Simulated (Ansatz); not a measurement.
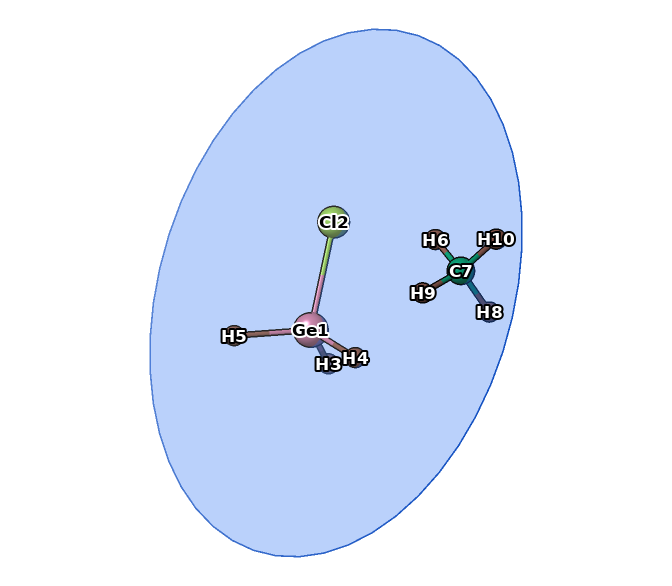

A disc through the centre of mass is drawn in. Depth is shown by fading: the farther an atom, the more it takes the colour of the background. The computed geometry is a stationary point of PBE0-D4/def2-TZVP, a saddle point of order 1.

Q: Is the plane of the disc a mirror plane of the structure?

A: Yes. The reflection leaves Ge1, Cl2, H4, H6, C7, H10 in place and moves H3 ↔ H5; H8 ↔ H9. The point group is Cs.
